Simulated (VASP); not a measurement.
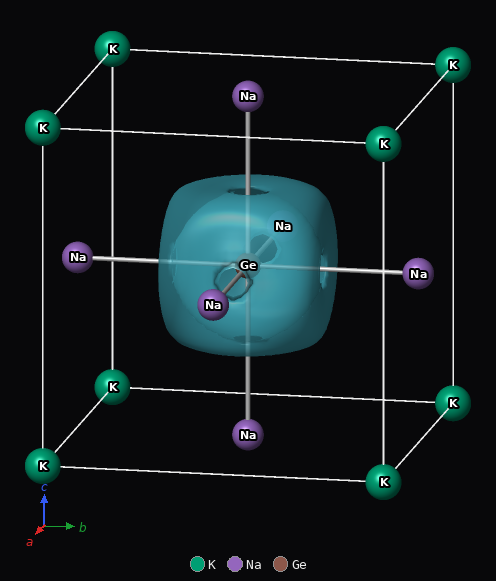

*KNa3Ge. Isosurface of the ELF at 0.65 (cyan), seen slightly off an axis. Only the valence region is drawn (cores and ρ < 0.01 e/Å³ removed). Sticks mark near contacts.*

Space group Pm-3m; a generated structure, not necessarily the stable one.

Method: VASP, Kohn-Sham DFT of a periodic cell, PBE, VASP PAW PBE potentials, recommended.

In a PAW calculation such maps are meaningful between the atoms, not at the nuclei.

What do the ELF domains correspond to?

At this value the surface marks out one region wrapped around Ge (its valence shell), counted in one cell of 5 atoms. Any copies at cell faces, edges or corners count once.

Values along the shortest contacts:
Na–Ge (2.90 Å): the ELF peaks at about 0.65 in the valence shell of Ge, 1.3 Å from its nucleus, and is about 0.55 at the midpoint. K–Na (4.10 Å): the ELF is about 0.05 at the midpoint: no shared electron pair shows on this line.
